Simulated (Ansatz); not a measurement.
## How LiF (Griceite, Fm-3m) expands on warming

Wanted: α(T), C_P(T) and B(T) of LiF (Griceite) in the quasi-harmonic approximation.

Experimental results on record:
- volume expansion coefficient 99.6 1e-6/K and heat capacity C_P per formula unit 42 J/mol/K near room temperature (given in “High-Throughput Prediction of Finite-Temperature Properties using the Quasi-Harmonic Approximation”, 2016, arXiv:1603.06924)
- volume expansion coefficient 106.5 1e-6/K near room temperature (given in “Descriptors for thermal expansion in solids”, 2017, arXiv:1701.03966)

Program: Ansatz 0.2.0. Level of theory: DFT PBE, scalar-relativistic, plane waves, PAW, in the first sound run; inputs show where later runs differ. Results are calculated unless marked as measured.

**1. Set-up**

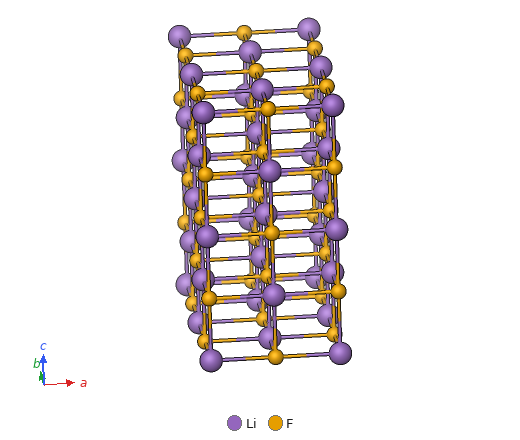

The starting structure, seen slightly off an axis (lithium purple, fluorine orange). 1×2×2 cells are drawn. This picture shows the conventional cell, with its axes. Some periodic images of atoms are drawn too.

**2. Probe on a coarse mesh**

A cheap single point shows whether the cell is a metal or an insulator and how far it is from rest; that sets the k-mesh and the occupations of what follows.

input.yaml reads:

```yaml
crystal:
  lattice:
    - [0.0, 2.014, 2.014]
    - [2.014, 0.0, 2.014]
    - [2.014, 2.014, 0.0]
  atoms:
    - { symbol: Li, position: [0.0, 0.0, 0.0] }
    - { symbol: F, position: [0.5, 0.5, 0.5] }
kpoints:
  mp_grid: { grid: [8, 8, 8] }
hamiltonian:
  xc: pbe
scf:
  occupations: { method: gaussian, width: 0.1 }
output:
  forces: true
  stress: true
  eigenvalues: true
```

On the command line:

```console
$ ansatz run input.yaml --threads 4 --pin off --max-ram 16384MiB --backend cpu --events-out ev --progress --plain --runs-dir out
```

Numbers of over 12 decimals in the logs are rounded to 6 here.

Log:

```text
Engine: ansatz 0.2.0, x86_64-unknown-linux-gnu
Pseudopotentials: kind: paw
Pseudopotential: Li, paw, valence charge 3, recommended cutoff 420 eV (normal), Li.paw.azcp
Pseudopotential: F, paw, valence charge 7, recommended cutoff 420 eV (normal), F.paw.azcp
Functional definition: PBE
  parameter kappa = 0.804
  parameter beta = 0.066725
  exchange = pbe_x(kappa = kappa, mu = beta*pi^2/3)
  correlation = pbe_c(beta = beta)
Crystal: 2 atoms, lattice volume = 16.338 Å³
Basis set: ecut = 420 eV, 331 PW (Γ), exchange–correlation on 40×40×40 points (8 copies of the dense FFT grid, shifted against one another)
Bands: 9, of which v1, the nominal top of the filled ones, is band 5 counted from 1 (4 counted from 0)
Symmetry: 48 space group operations
Space group: Fm-3m (ITA 225), of the structure as read, at distance tolerance 2.5e-5 Å
k-points: 29 of 512
Non-local potential: Li, projectors of the file, l = 0: 3, l = 1: 2, l = 2: 1
Non-local potential: F, projectors of the file, l = 0: 2, l = 1: 2, l = 2: 1
PAW form: soft (Blöchl's): semilocal exchange-correlation on the pseudo side does not see the compensation charge
PAW one-centre angular grid: Li, 110 points (default); XC on 64 Gauss nodes
PAW one-centre angular grid: F, 110 points (default); XC on 64 Gauss nodes
Initial density: superposition of atomic densities (neutral atoms: chi_scale 0, normalization atom), corrected by the library's trained network
Initial wavefunctions: pseudopotential atomic-orbital guess
Functional: x = pbe(κ = 0.804, μ = 0.219515), c = pbe(β = 0.066725)
SCF iter   1: F=—  HF=-1016.167436 eV  |F-HF|=—  |Δ(HF+E_count)|=         —  Δρ=5.66e-4  dr2=1.32e-5  ethr=1.77e-3  ⟨swp⟩=5.0  Hψ=1575  notcnv=0
preconditioner: auto → none  [insulator: Δε(μ)=9.078 eV  Ē_g=22.683 eV  σ=0.100 eV  W_gap=1.00  n_scr=0 (ndim 8)  ℏωp=26.0 eV  f_vac=0.000  D(μ)=0.00/eV (n_scr^D=0)  ε∞_Penn≈2.3]
SCF iter   2: F=—  HF=-1016.167458 eV  |F-HF|=—  |Δ(HF+E_count)|=   2.19e-5  Δρ=7.60e-4  dr2=5.61e-5  ethr=1.32e-7  ⟨swp⟩=2.0  Hψ=610  notcnv=0
SCF iter   3: F=—  HF=-1016.167457 eV  |F-HF|=—  |Δ(HF+E_count)|=   4.56e-7  Δρ=3.75e-4  dr2=1.25e-5  ethr=1.32e-7  ⟨swp⟩=2.3  Hψ=352  notcnv=0
SCF iter   4: F=—  HF=-1016.167483 eV  |F-HF|=—  |Δ(HF+E_count)|=   2.55e-5  Δρ=2.48e-4  dr2=6.36e-6  ethr=1.25e-7  ⟨swp⟩=2.0  Hψ=377  notcnv=0
SCF iter   5: F=—  HF=-1016.167482 eV  |F-HF|=—  |Δ(HF+E_count)|=   1.17e-6  Δρ=1.42e-4  dr2=2.16e-6  ethr=6.36e-8  ⟨swp⟩=1.0  Hψ=261  notcnv=0
SCF iter   6: F=—  HF=-1016.167481 eV  |F-HF|=—  |Δ(HF+E_count)|=   5.47e-7  Δρ=5.69e-5  dr2=3.49e-7  ethr=2.16e-8  ⟨swp⟩=1.6  Hψ=306  notcnv=0
SCF iter   7: F=-1016.167481 eV  HF=-1016.167481 eV  |F-HF|=1.42e-8  |Δ(HF+E_count)|=   1.03e-7  Δρ=1.23e-5  dr2=1.64e-8  ethr=1.00e-9  ⟨swp⟩=2.1  Hψ=880  notcnv=0
SCF 1 converged in 7 iterations: F = -1016.167481 eV  dr2 = 1.64e-8
  greatest PAW one-centre occupation: 1.000 electrons in one spin orbital (limit 2), on the Li atom at site 0 (counted from 0), in its partial waves of l = 0
SCF converged after 7 iterations
Free energy (F): -1016.167481 eV
Harris-Foulkes:  -1016.167481 eV  (|F-HF|=1.42e-8)
Internal energy: -1016.167481 eV  (E = F + TS)
E sigma→0 (E₀):  -1016.167481 eV
Fermi energy:    5.543112 eV
--- Per-component energies (eV) ---
  E_band       = -117.692902
  E_kinetic    = 230.623514
  E_local      = -640.972152  (includes V_loc(G=0)·N_el)
  E_nonlocal   = 40.377883
  E_hartree    = 224.578146
  E_xc         = -91.834848
  E_vxc        = -117.802055  (∫ρ·V_xc dr)
  E_paw        = -221.812555  (= ΣΔE_a)
  E_vpaw       = -79.075075  (= ΣTr[D̂ρ^β])
  E_aug_tail   = 0.002217  (compensation charges beyond the density's cutoff)
  E_ewald      = -557.129686
  E_smearing   = -0.000000  (= −TS)
  E_closure    = -0.000000  (closes the sum)
  Σ components = -1016.167481   (vs F -1016.167481, Δ=0.00e0)
--- Forces (eV/Å), atoms counted from 1 ---
  atom   1  Li    -0.00000000     0.00000000     0.00000000
  atom   2  F      0.00000000    -0.00000000     0.00000000
  max |Σ_I F_I| component: 4.28e-29 eV/Å
--- Stress (GPa, compression-positive) ---
        2.117371       0.000000      -0.000000
        0.000000       2.117371       0.000000
       -0.000000       0.000000       2.117371
  P = ⅓ Tr σ = 2.1174 GPa (21.174 kbar)
--- Band table (eV; the first three rows and the last of 29) ---
  k-point 0: bands = ["-39.8902", "-18.9696", "0.9979", "0.9979", "0.9979", "10.0871", "24.9531", "24.9531", "24.9531"]
  k-point 1: bands = ["-39.8817", "-18.9102", "0.5635", "0.9634", "0.9634", "10.5269", "21.5985", "23.3338", "23.3338"]
  k-point 2: bands = ["-39.8611", "-18.7617", "-0.3698", "0.8820", "0.8820", "11.3525", "18.9536", "21.5574", "21.5574"]
  k-point 28: bands = ["-39.8159", "-18.3006", "-1.0725", "-1.0725", "0.2033", "16.0647", "16.0647", "18.4456", "20.2546"]
```

Elapsed: 1.4 s, on 4 threads of Intel Xeon Platinum 8375C at 2.90GHz (Ice Lake), shared host; peak memory 0.3 GiB.

This step gave:

| Property | Result |
| --- | --- |
| pressure | 2.117 GPa |
| gap on the k-mesh | 9.089 eV |
| volume per atom | 8.169 Å³ |

The start is under 2.1 GPa at this level and looks like an insulator or semiconductor on this mesh.

**3. Relaxation**

The vibrations must be taken about the equilibrium of this functional, not about the starting cell, so the structure is relaxed.

input.yaml, the sections that differ from step 2:

```yaml
kpoints:
  mp_grid: { grid: [10, 10, 10] }
scf:
  occupations: { method: gaussian, width: 0.02 }
output:
  forces: true
  stress: true
  eigenvalues: true
  write_density: true
  write_potential: true
  elf: true
  volumetric_format: npy
relax:
  adjacent_minimum: "off"
  f_tol: 0.005
  max_steps: 80
  cell: { stress_tol: 0.05 }
# crystal, hamiltonian: as in step 2
```

Log:

```text
[...]
Crystal: 2 atoms, lattice volume = 16.338 Å³
Basis set: ecut = 420 eV, 331 PW (Γ), exchange–correlation on 40×40×40 points (8 copies of the dense FFT grid, shifted against one another)
Bands: 9, of which v1, the nominal top of the filled ones, is band 5 counted from 1 (4 counted from 0)
Symmetry: 48 space group operations
[...]
k-points: 47 of 1000
[...]
SCF iter   1: F=—  HF=-1016.167536 eV  |F-HF|=—  |Δ(HF+E_count)|=         —  Δρ=5.45e-4  dr2=1.04e-5  ethr=1.77e-3  ⟨swp⟩=5.8  Hψ=2657  notcnv=0
[...]
SCF iter   7: F=-1016.167588 eV  HF=-1016.167588 eV  |F-HF|=2.27e-8  |Δ(HF+E_count)|=   1.19e-7  Δρ=1.56e-5  dr2=2.64e-8  ethr=1.00e-9  ⟨swp⟩=4.1  Hψ=1909  notcnv=0
SCF 1 converged in 7 iterations: F = -1016.167588 eV  dr2 = 2.64e-8
[...]
relax step   1: F+E_penalty+E_count = -1016.16758781 eV  Δ(F+E_penalty+E_count) = +0.000e0 eV  max|allowed force component| = 8.566e-29 eV/Å  Δτ_max = 0.0000 Å  P = +2.120 GPa  Ω = 16.338 Å³  (7 SCF iters, dr2 threshold 1.00e-7 eV, accepted)
Crystal: 2 atoms, lattice volume = 16.486 Å³
[...]
iter 1 solved again at ethr=2.75e-7 eV; its pass at ethr=3.10e-3 eV (dr2=2.75e-5 eV) is discarded
[...]
SCF iter   4: F=-1016.168560 eV  HF=-1016.168560 eV  |F-HF|=1.26e-8  |Δ(HF+E_count)|=   1.77e-7  Δρ=1.16e-5  dr2=1.29e-8  ethr=2.00e-9  ⟨swp⟩=4.8  Hψ=1947  notcnv=0
SCF 2 converged in 4 iterations: F = -1016.168560 eV  dr2 = 1.29e-8
relax step   2: F+E_penalty+E_count = -1016.16855967 eV  Δ(F+E_penalty+E_count) = -9.719e-4 eV  max|allowed force component| = 7.437e-30 eV/Å  Δτ_max = 0.0000 Å  P = +1.366 GPa  Ω = 16.486 Å³  energy of the carried Pulay correction = -6.324e-4 eV  (4 SCF iters, dr2 threshold 2.00e-7 eV, accepted)
Crystal: 2 atoms, lattice volume = 16.760 Å³
[...]
SCF iter   4: F=-1016.168576 eV  HF=-1016.168576 eV  |F-HF|=4.79e-8  |Δ(HF+E_count)|=   4.26e-7  Δρ=2.09e-5  dr2=3.95e-8  ethr=2.00e-9  ⟨swp⟩=5.0  Hψ=2070  notcnv=0
SCF 3 converged in 4 iterations: F = -1016.168576 eV  dr2 = 3.95e-8
relax step   3: F+E_penalty+E_count = -1016.16857590 eV  Δ(F+E_penalty+E_count) = -1.623e-5 eV  max|allowed force component| = 7.963e-30 eV/Å  Δτ_max = 0.0000 Å  P = +0.023 GPa  Ω = 16.760 Å³  energy of the carried Pulay correction = -1.792e-3 eV  (4 SCF iters, dr2 threshold 2.00e-7 eV, accepted)
[...]
relax step   4: F+E_penalty+E_count = -1016.17054520 eV  Δ(F+E_penalty+E_count) = -1.969e-3 eV  max|allowed force component| = 7.954e-30 eV/Å  Δτ_max = 0.0000 Å  P = +0.280 GPa  Ω = 16.760 Å³  stress off target by 2.80e-1 GPa  SCF on the basis re-selected at this cell (its energy is not comparable with the rows above)  (6 SCF iters)
[...]
relax step   5: F+E_penalty+E_count = -1016.17034899 eV  Δ(F+E_penalty+E_count) = +1.962e-4 eV  max|allowed force component| = 7.192e-29 eV/Å  Δτ_max = 0.0000 Å  P = +0.034 GPa  Ω = 16.818 Å³  energy of the carried Pulay correction = -2.525e-4 eV  (3 SCF iters, dr2 threshold 1.97e-7 eV, accepted)
[...]
SCF iter   1: F=—  HF=-1016.170608 eV  |F-HF|=—  |Δ(HF+E_count)|=         —  Δρ=4.08e-5  dr2=1.47e-7  ethr=8.27e-7  ⟨swp⟩=2.3  Hψ=3599  notcnv=0
eigensolver tolerance schedule: the retry pair's looser diagonalisation over-reported the residual by 559.93 of it (diagonalisation noise at 0.18 of the residual, at the tolerance the schedule requests for it); recorded, not acted on — ethr = c·dr2/N_el stays at c = 1.0e-1
[...]
SCF iter   2: F=—  HF=-1016.170684 eV  |F-HF|=—  |Δ(HF+E_count)|=   7.62e-5  Δρ=2.67e-5  dr2=4.78e-8  ethr=1.47e-9  ⟨swp⟩=2.0  Hψ=658  notcnv=0
[...]
SCF iter   6: F=-1016.170684 eV  HF=-1016.170684 eV  |F-HF|=4.55e-13  |Δ(HF+E_count)|=  2.46e-11  Δρ=9.24e-8  dr2=7.32e-13  ethr=1.00e-12  ⟨swp⟩=3.0  Hψ=1650  notcnv=0
SCF 6 converged in 6 iterations: F = -1016.170684 eV  dr2 = 7.32e-13
relax step   6: F+E_penalty+E_count = -1016.17068376 eV  Δ(F+E_penalty+E_count) = -3.348e-4 eV  max|allowed force component| = 5.256e-29 eV/Å  Δτ_max = 0.0000 Å  P = +0.045 GPa  Ω = 16.818 Å³  stress off target by 4.50e-2 GPa  SCF on the basis re-selected at this cell (its energy is not comparable with the rows above)  (6 SCF iters)
[...]
SCF converged after 6 iterations
Free energy (F): -1016.170684 eV
[...]
Internal energy: -1016.170684 eV  (E = F + TS)
E sigma→0 (E₀):  -1016.170684 eV
Fermi energy:    5.186977 eV
[...]
--- Stress (GPa, compression-positive) ---
        0.044975      -0.000000      -0.000000
        0.000000       0.044975      -0.000000
       -0.000000      -0.000000       0.044975
  P = ⅓ Tr σ = 0.0450 GPa (0.450 kbar)
--- Band table (eV; the first three rows and the last of 47) ---
[...]
--- Relaxed structure (4 steps of the walk, 4 accepted, 2 SCFs on fresh bases) ---
  F+E_penalty+E_count = -1016.17068376 eV   max|allowed force component| = 5.256e-29 eV/Å   (the final SCF, on the basis selected at the relaxed cell)
  cell:  # Å, volume = 16.8184 Å³
    - [0, 2.033534, 2.033534]
    - [2.033534, 0, 2.033534]
    - [2.033534, 2.033534, 0]
  atoms:
    - { symbol: Li, position: [0, 0, 0] }
    - { symbol: F, position: [0.500000, 0.500000, 0.500000] }
```

Wall time 1.3 s (4 threads); peak memory 0.32 GiB.

Step by step:

```tsv
step	energy less that of the first step (eV)	largest force component (eV/Å)	pressure (GPa)	volume (Å³)
1	0.0000	0.0000	2.12	16.34
2	-0.0010	0.0000	1.37	16.49
3	-0.0010	0.0000	0.02	16.76
4*	-0.0030	0.0000	0.28	16.76
5	-0.0028	0.0000	0.03	16.82
6*	-0.0031	0.0000	0.04	16.82
```

Relaxation steps marked * repeat the geometry before them on a plane-wave basis chosen anew for their cell, so energy and pressure can jump there.

The run keeps the 48 symmetry operations that it works with, so distortions that break them were not tested.

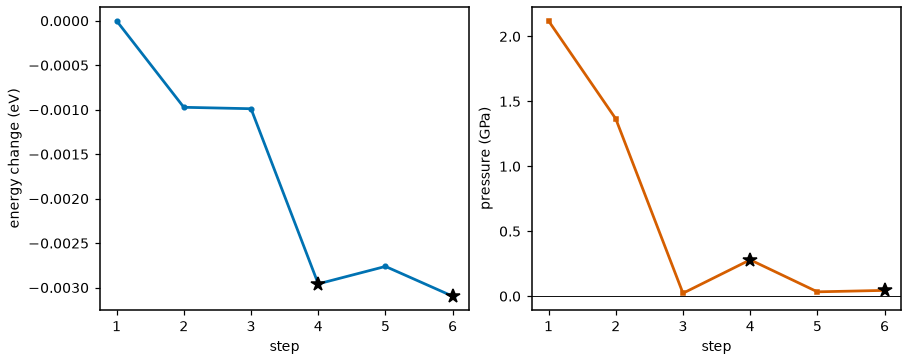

Energy and pressure along the relaxation. Stars mark steps on a basis chosen anew.

```tsv
conventional cell, symmetrised	before	after	change
a (Å)	4.028	4.067	+1.0 %
b (Å)	4.028	4.067	+1.0 %
c (Å)	4.028	4.067	+1.0 %
volume (Å³/atom)	8.17	8.41	+2.9 %
```

The relaxed structure:

```
Li F
1.0
     0.00000    2.03353    2.03353
     2.03353    0.00000    2.03353
     2.03353    2.03353    0.00000
Li F
1 1
Direct
  0.00000 0.00000 0.00000
  0.50000 0.50000 0.50000
```

Numbers from this step:

```
pressure          : 0.04498 GPa
gap on the k-mesh : 8.836 eV
volume per atom   : 8.409 Å³
```

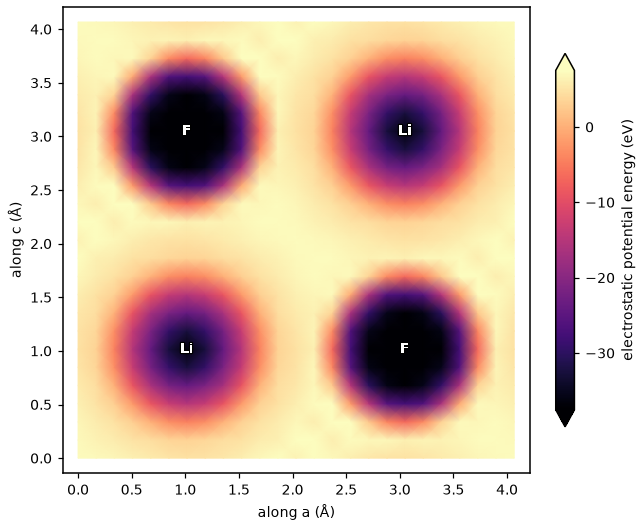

Electrostatic potential energy in the ac plane of the conventional cell at fractional y = 0.000, with atoms of Li and F within 0.2 Å of it. With pseudopotentials it is smooth inside the atoms' cores, unlike the true potential. The map starts off the cell's origin, so that atoms lie inside it.

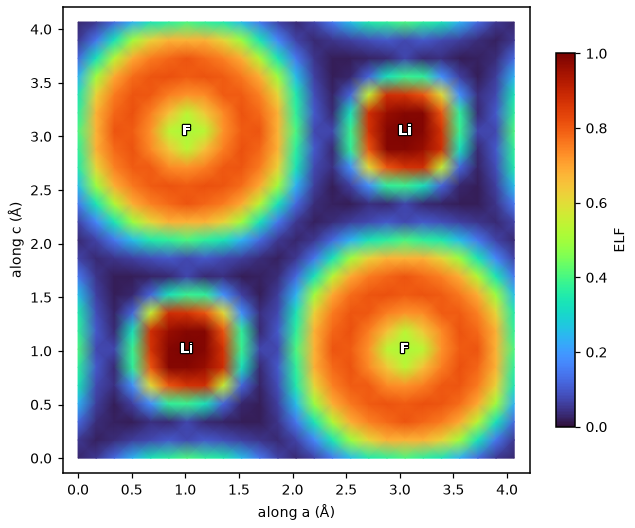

ELF in the ac plane of the conventional cell at fractional y = 0.000, with atoms of Li and F within 0.2 Å of it. It is the smooth field of the valence electrons, not physical close to the nuclei. The map starts off the cell's origin, so that atoms lie inside it.

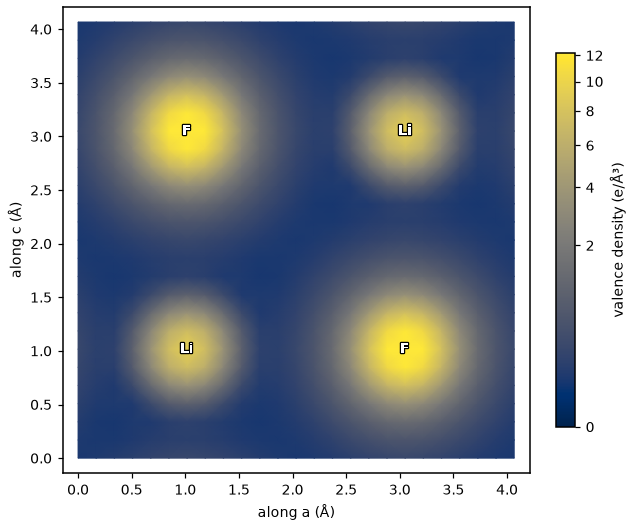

Valence density in the ac plane of the conventional cell at fractional y = 0.000, with atoms of Li and F within 0.2 Å of it. It is the smooth field of the valence electrons, not physical close to the nuclei. The map starts off the cell's origin, so that atoms lie inside it. The colour scale is stretched toward low values.

The relaxation ends with a pressure of 0.04 GPa.

**4. Relaxing to small residual forces and stress**

The relaxation is repeated with tighter thresholds on force and stress, since phonons are sensitive to what is left; a change of mesh or smearing in the input moves the cell too.

input.yaml reads:

```yaml
crystal:
  lattice:
    - [0.0, 2.0335339345, 2.0335339345]
    - [2.0335339345, 0.0, 2.0335339345]
    - [2.0335339345, 2.0335339345, 0.0]
  atoms:
    - { symbol: Li, position: [0.0, 0.0, 0.0] }
    - { symbol: F, position: [0.5, 0.5, 0.5] }
kpoints:
  mp_grid: { grid: [12, 12, 12] }
hamiltonian:
  xc: pbe
scf:
  occupations: { method: fixed }
output:
  forces: true
  stress: true
  eigenvalues: true
relax:
  adjacent_minimum: "off"
  f_tol: 0.001
  max_steps: 60
  cell: { stress_tol: 0.01 }
```

Log:

```text
[...]
Crystal: 2 atoms, lattice volume = 16.818 Å³
Basis set: ecut = 420 eV, 331 PW (Γ), exchange–correlation on 40×40×40 points (8 copies of the dense FFT grid, shifted against one another)
Bands: 9, of which v1, the nominal top of the filled ones, is band 5 counted from 1 (4 counted from 0)
Symmetry: 48 space group operations
[...]
k-points: 72 of 1728
[...]
P = ⅓ Tr σ = 0.0030 GPa (0.030 kbar)
--- Band table (eV; the first three rows and the last of 72) ---
[...]
--- Relaxed structure (3 steps of the walk, 3 accepted, 1 SCFs on fresh bases) ---
[...]
cell:  # Å, volume = 16.8294 Å³
    - [0, 2.033978, 2.033978]
    - [2.033978, 0, 2.033978]
    - [2.033978, 2.033978, 0]
  atoms:
    - { symbol: Li, position: [0, 0, 0] }
    - { symbol: F, position: [0.500000, 0.500000, 0.500000] }
[key lines of the parts left out:]
SCF converged after 9 iterations
Free energy (F): -1016.170770 eV
Fermi energy:    0.763849 eV
```

Elapsed: 2.3 s, on 4 threads; peak memory 0.35 GiB; 4.4 s of CPU time.

Little changed from the start: no atom moved by 0.005 Å and no cell edge by 0.1 %.

This step gave:

```
pressure          : 0.002992 GPa
gap on the k-mesh : 8.831 eV
volume per atom   : 8.415 Å³
```

The residual pressure is 0.0030 GPa, small enough for phonons.

[end of part 1 of 2]

[Logs are printed without paths, hosts, clocks, repeated set-up lines and the standing remarks that a program may print on its own settings, such as how far it seeks lower states.]

[Hosts, paths, dates, database ids (printed as entryN), source tags and the programs' standing remarks are cut or masked in the printed files.]

[A step with changed settings may run another functional than the one named; its input shows which.]
